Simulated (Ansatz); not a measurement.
**GaH3O: molecular dynamics**

The plan is to follow the molecule's vibrations and see whether its bonds hold. The start is relaxed first. Runs: 500 steps of 0.5 fs at constant energy, with velocities drawn for 500 K.

All numbers below are computed with Ansatz 0.2.0 (RKS BHLYP/def2-SVP).

### Step 1. The starting structure

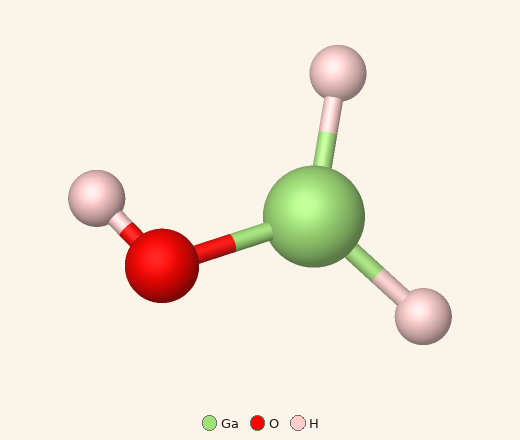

The starting structure, seen from a chosen angle (gallium green, oxygen red, hydrogen pink).

As a file:

```xyz
5

Ga    0.0000    0.0000    0.0000
O     0.0000    0.0000    1.7900
H    -0.9095   -0.2814    2.1271
H     1.3596    0.0000   -0.7850
H    -1.3596    0.0000   -0.7850
```

### Step 2. Preparing the start

File input.yaml:

```yaml
crystal:
  periodic: [false, false, false]
  atoms:
    - { symbol: Ga, position_ang: [0.0, 0.0, 0.0] }
    - { symbol: O, position_ang: [0.0, 0.0, 1.79] }
    - { symbol: H, position_ang: [-0.9095, -0.2814, 2.1271] }
    - { symbol: H, position_ang: [1.3596, 0.0, -0.785] }
    - { symbol: H, position_ang: [-1.3596, 0.0, -0.785] }
basis:
  gaussian: { orbitals: def2-SVP }
hamiltonian:
  xc: { name: BHLYP }
relax:
  f_tol: 0.02
  max_steps: 40
```

Run with:

```sh
$ ansatz run input.yaml --threads 1 --pin off --max-ram 2048MiB --backend cpu --events-out ev --progress --plain --runs-dir out
```

The program printed, cut to the lines that bear on the results:

```text
Warning: RAYON_NUM_THREADS=1 ignored (pool sized by the plan → 1); use --threads N
[...]
Functional definition: BHLYP
[...]
644 factors; integrals over basis functions are off by at most 2.5e-4 eV
[...]
mean field -54463.85235737 eV, -2001.5096572083 hartree, gradient 7.1e-5 eV, S^2 0.000000; 0 other end points of the search recorded, 0 dependent functions left out
[...]
reference -54463.85249818 eV, -2001.5096623830 hartree; 21, 21 occupied and 40, 40 virtual orbitals, 644 factors
relax step   1: F+E_penalty+E_count = -54463.85235737 eV  Δ(F+E_penalty+E_count) = +0.000e0 eV  max|allowed force component| = 2.364e0 eV/Å  Δτ_max = 0.0000 Å  (22 SCF iters, accepted)
[...]
relax step   4: F+E_penalty+E_count = -54463.99215661 eV  Δ(F+E_penalty+E_count) = -1.045e-2 eV  max|allowed force component| = 1.567e-1 eV/Å  Δτ_max = 0.0573 Å  (23 SCF iters, accepted)
[...]
relax step   5: F+E_penalty+E_count = -54463.99305189 eV  Δ(F+E_penalty+E_count) = -8.953e-4 eV  max|allowed force component| = 1.618e-2 eV/Å  Δτ_max = 0.0096 Å  (24 SCF iters, accepted)
644 factors; integrals over basis functions are off by at most 2.5e-4 eV
mean field -54463.99305189 eV, -2001.5148276366 hartree, gradient 4.7e-5 eV, S^2 0.000000; 1 other end points of the search recorded, 0 dependent functions left out
[...]
reference -54463.99319300 eV, -2001.5148328222 hartree; 21, 21 occupied and 40, 40 virtual orbitals, 644 factors
Total energy: -54463.99319300 eV, -2001.5148328222 hartree
Atom 0 at    -0.023307    -0.022344    -0.057150 Å, force    -0.006755    -0.000770     0.009310 eV/Å
Atom 1 at    -0.015946    -0.123443     1.716769 Å, force     0.003064    -0.000211    -0.000332 eV/Å
Atom 2 at    -0.857174    -0.169450     2.163613 Å, force     0.008962     0.001412    -0.016183 eV/Å
Atom 3 at     1.392430     0.047674    -0.692192 Å, force    -0.008793    -0.000583     0.008874 eV/Å
Atom 4 at    -1.405503    -0.013838    -0.783940 Å, force     0.003522     0.000151    -0.001669 eV/Å
Dipole moment:    -0.288352    -0.000070    -0.121710 e Å
```

Run time: 15 s. Hardware: 1 thread of Arm Neoverse N1, shared host; peak memory 0.11 GiB.

Step by step:

| step | energy from step 1 (eV) | largest force component (eV/Å) |
| --- | --- | --- |
| 1 | 0.0000 | 2.3637 |
| 2x | 0.0312 | 3.2738 |
| 3 | -0.1293 | 0.3686 |
| 4 | -0.1398 | 0.1567 |
| 5 | -0.1407 | 0.0162 |

Step 1 is the start. 1 step was tried and not accepted (2; marked x where the table lists them).

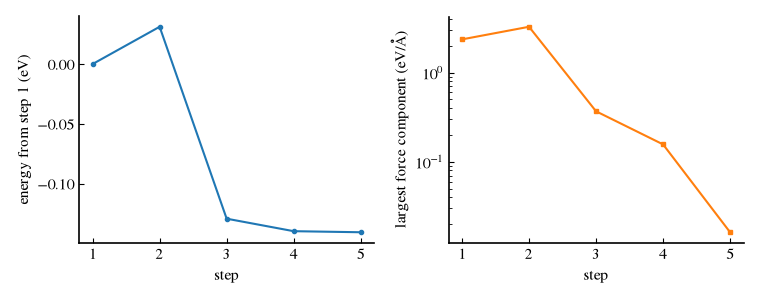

How energy and force went from step to step.

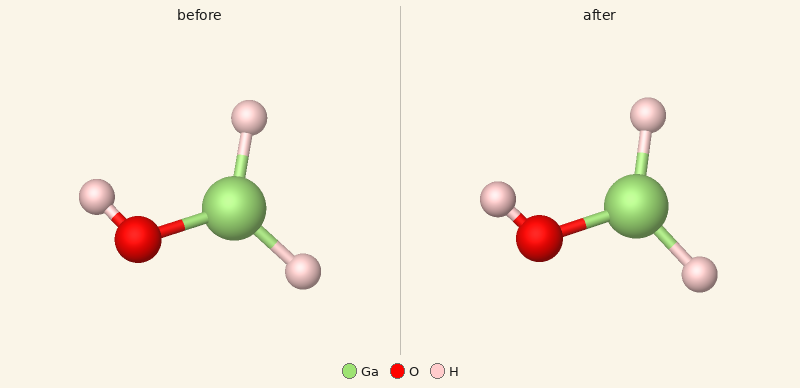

The structure before (left) and after (right), drawn at the same scale.

After: Bond lengths: Ga1–O2 1.777 Å, O2–H3 0.954 Å, Ga1–H4 1.553 Å, Ga1–H5 1.562 Å. Angles: Ga1–O2–H3 117.8°, O2–Ga1–H4 114.0°, O2–Ga1–H5 117.9°, H4–Ga1–H5 128.0°.

### Step 3. Dynamics

500 steps of 0.5 fs at constant energy, with velocities drawn for 500 K, from the relaxed start.

File input.yaml:

```yaml
crystal:
  periodic: [false, false, false]
  atoms:
    - { symbol: Ga, position_ang: [-0.023307, -0.022344, -0.05715] }
    - { symbol: O, position_ang: [-0.015946, -0.123443, 1.716769] }
    - { symbol: H, position_ang: [-0.857174, -0.16945, 2.163613] }
    - { symbol: H, position_ang: [1.39243, 0.047674, -0.692192] }
    - { symbol: H, position_ang: [-1.405503, -0.013838, -0.78394] }
basis:
  gaussian: { orbitals: def2-SVP }
hamiltonian:
  xc: { name: BHLYP }
md:
  timestep: 0.5
  n_steps: 500
  ensemble: nve
  temperature: 500.0
  initial_velocities: maxwell_boltzmann
  seed: 333613
```

Run with:

```sh
$ ansatz run input.yaml --threads 1 --pin off --max-ram 2048MiB --backend cpu --events-out ev --progress --plain --runs-dir out
```

The program printed, cut to the lines that bear on the results:

```text
Warning: RAYON_NUM_THREADS=1 ignored (pool sized by the plan → 1); use --threads N
[...]
[... 1 set-up line as earlier in the session ...]
[...]
644 factors; integrals over basis functions are off by at most 2.5e-4 eV
[...]
mean field -54463.99305132 eV, -2001.5148276156 hartree, gradient 6.0e-5 eV, S^2 0.000000; 0 other end points of the search recorded, 0 dependent functions left out
[...]
reference -54463.99319244 eV, -2001.5148328016 hartree; 21, 21 occupied and 40, 40 virtual orbitals, 644 factors
md step     0: t =     0.00 fs  T =   500.0 K  F+E_penalty+E_count = -54463.99305132 eV  E_kin = 0.193890 eV  conserved = -54463.79916132 eV  (22 SCF iters)
[...]
md step    20: t =    10.00 fs  T =    95.3 K  F+E_penalty+E_count = -54463.83499263 eV  E_kin = 0.036945 eV  conserved = -54463.79804772 eV  (24 SCF iters)
[...]
md step    40: t =    20.00 fs  T =   269.5 K  F+E_penalty+E_count = -54463.90332817 eV  E_kin = 0.104509 eV  conserved = -54463.79881963 eV  (24 SCF iters)
[...]
md step    60: t =    30.00 fs  T =   184.1 K  F+E_penalty+E_count = -54463.86967853 eV  E_kin = 0.071374 eV  conserved = -54463.79830409 eV  (24 SCF iters)
[...]
md step    80: t =    40.00 fs  T =   387.5 K  F+E_penalty+E_count = -54463.94894424 eV  E_kin = 0.150262 eV  conserved = -54463.79868205 eV  (24 SCF iters)
md step    81: t =    40.50 fs  T =   412.7 K  F+E_penalty+E_count = -54463.95898066 eV  E_kin = 0.160039 eV  conserved = -54463.79894176 eV  (24 SCF iters)
```

### Step 4. More of the same log: dynamics from the start

The log, continued, cut to the lines that bear on the results:

```text
md step    82: t =    41.00 fs  T =   422.9 K  F+E_penalty+E_count = -54463.96309598 eV  E_kin = 0.163984 eV  conserved = -54463.79911235 eV  (24 SCF iters)
[...]
md step   107: t =    53.50 fs  T =   104.5 K  F+E_penalty+E_count = -54463.83923926 eV  E_kin = 0.040505 eV  conserved = -54463.79873408 eV  (24 SCF iters)
[...]
md step   132: t =    66.00 fs  T =   404.9 K  F+E_penalty+E_count = -54463.95612472 eV  E_kin = 0.156998 eV  conserved = -54463.79912680 eV  (24 SCF iters)
[...]
md step   157: t =    78.50 fs  T =   229.4 K  F+E_penalty+E_count = -54463.88766128 eV  E_kin = 0.088943 eV  conserved = -54463.79871870 eV  (24 SCF iters)
[...]
md step   182: t =    91.00 fs  T =   226.4 K  F+E_penalty+E_count = -54463.88677341 eV  E_kin = 0.087799 eV  conserved = -54463.79897482 eV  (24 SCF iters)
md step   183: t =    91.50 fs  T =   189.9 K  F+E_penalty+E_count = -54463.87236424 eV  E_kin = 0.073657 eV  conserved = -54463.79870717 eV  (24 SCF iters)
md step   184: t =    92.00 fs  T =   148.3 K  F+E_penalty+E_count = -54463.85585177 eV  E_kin = 0.057527 eV  conserved = -54463.79832489 eV  (24 SCF iters)
```

### Step 5. The log goes on: dynamics from the start

Output, continued, cut to the lines that bear on the results:

```text
md step   185: t =    92.50 fs  T =   116.2 K  F+E_penalty+E_count = -54463.84310894 eV  E_kin = 0.045049 eV  conserved = -54463.79806024 eV  (24 SCF iters)
[...]
md step   206: t =   103.00 fs  T =   341.1 K  F+E_penalty+E_count = -54463.93115438 eV  E_kin = 0.132291 eV  conserved = -54463.79886324 eV  (24 SCF iters)
[...]
md step   227: t =   113.50 fs  T =   217.3 K  F+E_penalty+E_count = -54463.88256245 eV  E_kin = 0.084276 eV  conserved = -54463.79828650 eV  (24 SCF iters)
[...]
md step   248: t =   124.00 fs  T =   279.5 K  F+E_penalty+E_count = -54463.90738956 eV  E_kin = 0.108394 eV  conserved = -54463.79899535 eV  (23 SCF iters)
[...]
md step   499: t =   249.50 fs  T =   207.0 K  F+E_penalty+E_count = -54463.87840818 eV  E_kin = 0.080264 eV  conserved = -54463.79814385 eV  (24 SCF iters)
[...]
md step   500: t =   250.00 fs  T =   228.1 K  F+E_penalty+E_count = -54463.88678502 eV  E_kin = 0.088440 eV  conserved = -54463.79834492 eV  (22 SCF iters)
Total energy: -54463.88692503 eV, -2001.5109275463 hartree
Atom 0 at    -0.026478    -0.027770    -0.059805 Å, force     0.831053     0.220809     0.687512 eV/Å
Atom 1 at    -0.010452    -0.115182     1.741638 Å, force     1.010485    -0.018060    -1.405847 eV/Å
Atom 2 at    -0.836148    -0.038479     2.168874 Å, force    -1.143980     0.009176     0.618395 eV/Å
Atom 3 at     1.357752     0.148526    -0.750537 Å, force     0.168005    -0.123347     0.215753 eV/Å
Atom 4 at    -1.259693    -0.001470    -0.941924 Å, force    -0.865564    -0.088579    -0.115814 eV/Å
Dipole moment:    -0.336545     0.002883    -0.089094 e Å
```

Wall time 19 min (1 thread of Arm Neoverse N1, shared host); peak memory 0.11 GiB.

### Step 6. What the atoms did

The trajectory, every 26 steps (energies from step 0):

| time (fs) | T (K) | potential energy change (meV/atom) | total energy change (meV/atom) |
| --- | --- | --- | --- |
| 0.0 | 500 | 0.0 | 0.00 |
| 13.0 | 91 | 31.9 | 0.14 |
| 26.0 | 247 | 19.8 | 0.16 |
| 39.0 | 332 | 13.2 | 0.17 |
| 52.0 | 78 | 32.9 | 0.19 |
| 65.0 | 386 | 8.9 | 0.07 |
| 78.0 | 224 | 21.4 | 0.07 |
| 91.0 | 226 | 21.3 | 0.04 |
| 104.0 | 349 | 11.9 | 0.13 |
| 117.0 | 143 | 27.9 | 0.20 |
| 130.0 | 279 | 17.3 | 0.17 |
| 143.0 | 212 | 22.4 | 0.14 |
| 156.0 | 275 | 17.5 | 0.06 |
| 169.0 | 292 | 16.2 | 0.06 |
| 182.0 | 263 | 18.4 | 0.06 |
| 195.0 | 246 | 19.9 | 0.17 |
| 208.0 | 199 | 23.6 | 0.21 |
| 221.0 | 244 | 20.0 | 0.17 |
| 234.0 | 274 | 17.6 | 0.09 |
| 247.0 | 206 | 22.8 | 0.05 |
| 250.0 | 228 | 21.3 | 0.16 |

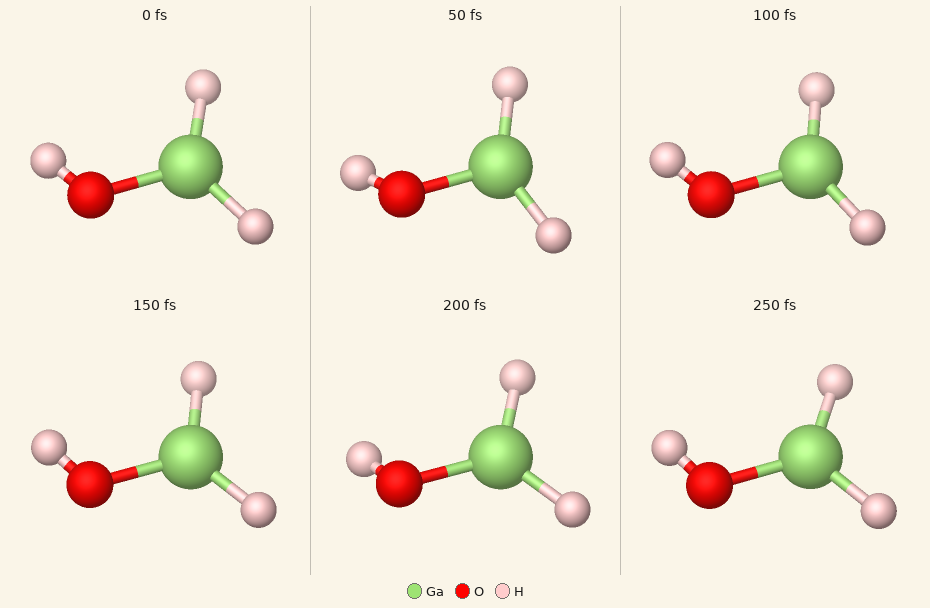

The system at six times, viewed from a chosen angle. Sticks join atoms within a bonding distance in each frame.

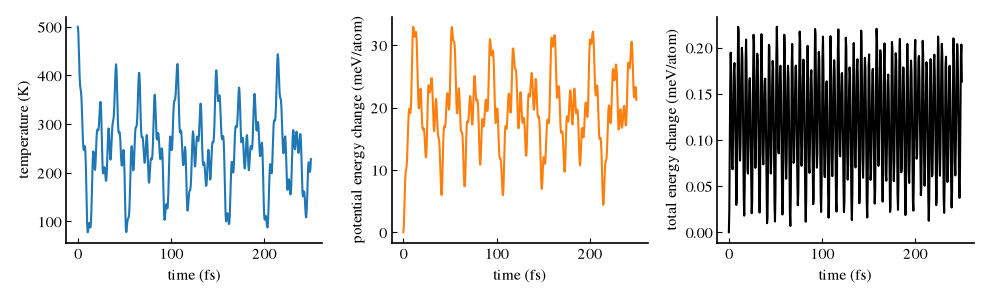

Traces against time; each panel has its own scale.

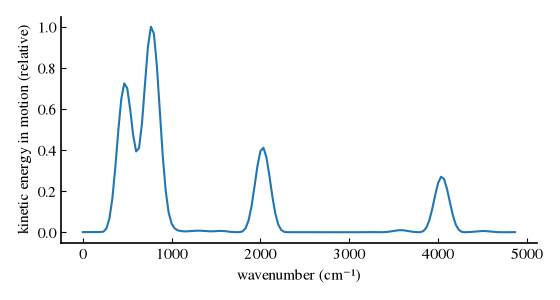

Power spectrum of the mass-weighted velocities; a run of 250 fs resolves no finer than about 270 cm⁻¹.

Maxima of the velocity power spectrum (cm⁻¹, relative height; resolution about 270 cm⁻¹): 470 (72), 770 (100), 2030 (41), 4040 (27).

### Step 7. Positions and forces

Positions (Å) and forces (eV/Å):

```xyz
5
time_fs=31.0 T=197 dE=0.1183
Ga   -0.024   -0.024   -0.056   -0.214    0.165   -0.460
O    -0.012   -0.134    1.732   -1.366    0.306    0.152
H    -0.881   -0.011    2.176    1.321   -0.291   -0.685
H     1.331    0.127   -0.832    0.039   -0.117    0.372
H    -1.345    0.001   -0.968    0.221   -0.063    0.620
5
time_fs=62.5 T=294 dE=0.0805
Ga   -0.022   -0.022   -0.059   -0.531   -0.263   -0.182
O    -0.022   -0.103    1.721   -0.624   -0.421    0.430
H    -0.817   -0.397    2.197    0.738    0.473   -0.579
H     1.418   -0.103   -0.694   -0.347    0.174    0.089
H    -1.481    0.003   -0.763    0.764    0.037    0.242
5
time_fs=94.0 T=123 dE=0.1466
Ga   -0.022   -0.026   -0.057   -0.531    0.224   -0.366
O    -0.022   -0.130    1.700    0.716   -0.009    0.294
H    -0.804    0.109    2.164   -0.675   -0.045    0.379
H     1.451    0.202   -0.555   -0.401   -0.200   -0.245
H    -1.531   -0.078   -0.645    0.891    0.029   -0.061
5
time_fs=125.0 T=231 dE=0.1052
Ga   -0.025   -0.026   -0.055    0.172    0.014   -0.753
O    -0.011   -0.086    1.724    0.961    0.255   -0.773
H    -0.808   -0.435    2.057   -1.227   -0.327    0.807
H     1.411   -0.048   -0.726   -0.359    0.104    0.214
H    -1.391    0.013   -0.905    0.453   -0.045    0.506
5
time_fs=156.0 T=275 dE=0.0874
Ga   -0.024   -0.024   -0.059    0.381   -0.085   -0.029
O    -0.015   -0.130    1.740   -0.694    0.441   -0.464
H    -0.873    0.096    2.127    0.623   -0.338   -0.156
H     1.352    0.116   -0.827   -0.176   -0.067    0.403
H    -1.347   -0.113   -0.891   -0.133    0.048    0.246
5
time_fs=187.5 T=265 dE=0.0921
Ga   -0.024   -0.029   -0.059    0.590    0.189    0.265
O    -0.023   -0.090    1.706   -0.904   -0.569    1.313
H    -0.792   -0.337    2.264    1.067    0.491   -1.042
H     1.454    0.065   -0.589   -0.370   -0.039   -0.078
H    -1.411    0.038   -0.692   -0.383   -0.072   -0.458
5
time_fs=219.0 T=305 dE=0.0761
Ga   -0.021   -0.023   -0.056    0.714   -0.248   -0.012
O    -0.026   -0.112    1.698   -0.344    0.093    1.169
H    -0.845   -0.126    2.211    0.608   -0.011   -0.554
H     1.416    0.015   -0.674   -0.257    0.099    0.024
H    -1.407   -0.161   -0.636   -0.722    0.066   -0.627
5
time_fs=250.0 T=228 dE=0.1063
Ga   -0.026   -0.028   -0.060    0.831    0.221    0.688
O    -0.011   -0.115    1.742    1.010   -0.018   -1.406
H    -0.836   -0.038    2.169   -1.144    0.009    0.618
H     1.358    0.148   -0.750    0.168   -0.123    0.216
H    -1.260   -0.002   -0.942   -0.866   -0.089   -0.116
```

### Step 8. Outcome

| quantity | value |
| --- | --- |
| relaxation of the start | 3 moves, 0.141 eV lower |
| length | 500 steps of 0.5 fs |
| temperature, first and last step | 500 and 228 K |
| temperature, second half | mean 245 K, from 88 to 444 K |
| potential energy, second half | +20 meV/atom from the start |
| largest change of the total energy | 0.22 meV/atom |
| bonds formed or broken | 0 |

**Reading.** The temperature starts at 500 K and averages 245 K in the second half, where it ranges from 88 to 444 K; a mean near half the start is what vibrations about a minimum give, since they share energy equally between motion and strain. The total energy strays from its start by at most 0.22 meV/atom, 1.2 % of the mean kinetic energy, which is good for a step of 0.5 fs. No bond forms or breaks. A run of 250 fs with 5 atoms shows the motion but fixes no equilibrium value. The nuclei move classically, without zero-point motion, which matters most for hydrogen.
